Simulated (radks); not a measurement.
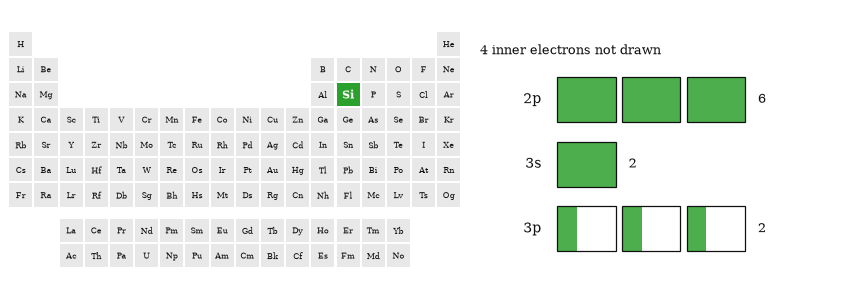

Fig. 1: Left, the place of silicon in the periodic table; right, the outer shells as the input fills them: a box for each of the 2l + 1 orbitals, shaded by the share of the shell that is filled, with the electron count at the right.

# Atomic calculation for Si (charge -0.2)

Z = 13.8 with 14 electrons in the configuration [Ne] 3s2 3p2. Computed at this level: scalar-relativistic Kohn-Sham, PBE, spin-unpolarised, spherical densities, point nucleus (the in-house radial solver radks).

## The input
```
Z 13.8
configuration [Ne] 3s2 3p2
relativity scalar-relativistic
functional pbe,pbe
spin unpolarised
nucleus point
c 137.035999084
```

Energies in input and log are in hartree, lengths in bohr.

## Output
```
1s      1   2.0000         -63.48718524
2s      1   2.0000          -4.83121505
2p      1   6.0000          -3.25657476
3s      1   2.0000          -0.32377329
3p      1   2.0000          -0.09346650
Etot -280.04192338941834
Ekin 280.6942978631462
Encl -669.4162170028114
Eh 128.91158481101223
Exc -20.231589060765295
err 9.411884493859177e-11
it 14
```

## Orbitals

| orbital | occupation | energy (eV) | ⟨r⟩ (bohr) | outer maximum (bohr) |
| --- | --- | --- | --- | --- |
| 1s | 2 | −1727.6 | 0.1130 | 0.0737 |
| 2s | 2 | −131.464 | 0.5787 | 0.462 |
| 2p | 6 | −88.616 | 0.5496 | 0.395 |
| 3s | 2 | −8.810 | 2.249 | 1.85 |
| 3p | 2 | −2.543 | 3.008 | 2.26 |

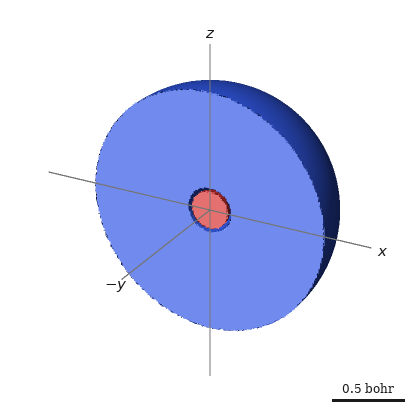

Fig. 2: One occupied orbital is shown. The surface of constant |ψ| that holds about 90 % of the electron is drawn, blue where ψ is positive and red where it is negative, with the half in front of the xz plane cut away and the cut face painted. The radial function comes from the spherical calculation and is multiplied by a real spherical harmonic; the overall sign is chosen so that the largest lobe of P(r) is positive; at the scalar-relativistic level it is the large component. It is 2s. It has no angular node and 1 radial node, at r = 0.155 bohr. The outermost maximum of P² lies at 0.462 bohr, ⟨r⟩ = 0.579 bohr, 90 % of the charge lies within 0.913 bohr, and the eigenvalue is −131.5 eV, with 2 electrons in the shell.

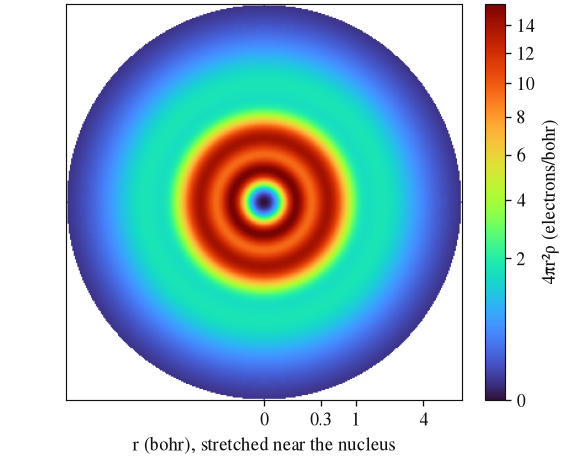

Fig. 3: The radial density 4πr²ρ as a disc about the nucleus, with the radius drawn as r to the power 0.4. There are 3 maxima, at r = 0.0759, 0.414 and 1.91 bohr, parted by minima at 0.198 and 1.41 bohr, inside which lie 2.2 and 10.4 electrons.

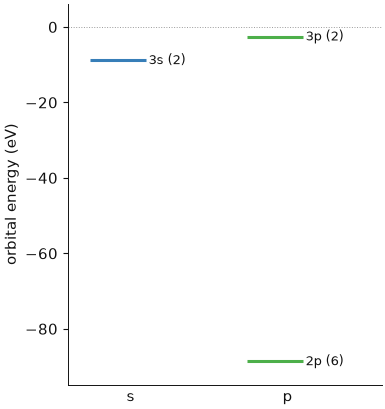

Fig. 4: The outer levels are drawn by angular momentum (occupations in brackets). The highest occupied level is 3p at −2.54 eV. From the top down the occupied levels run 3p (−2.54 eV), 3s (−8.81 eV), 2p (−88.6 eV).

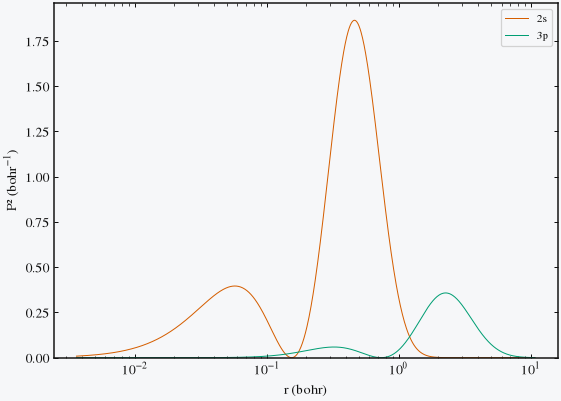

Fig. 5: The radial probability densities P² of 3p and 2s. 2s: outer maximum at 0.462 bohr, ⟨r⟩ = 0.579 bohr, 1 node, eigenvalue −131.5 eV; 3p: outer maximum at 2.26 bohr, ⟨r⟩ = 3.01 bohr, 1 node, eigenvalue −2.54 eV.

## Key numbers

- outcome: converged
- total energy: −280.041923 hartree
- kinetic energy: 280.694298 hartree
- electron–nucleus energy: −669.416217 hartree
- Hartree energy: 128.911585 hartree
- exchange–correlation energy: −20.231589 hartree
- radius at density 0.001 e/bohr³: 4.58 bohr
- SCF iterations: 14
- hardware: 1 CPU thread, shared host
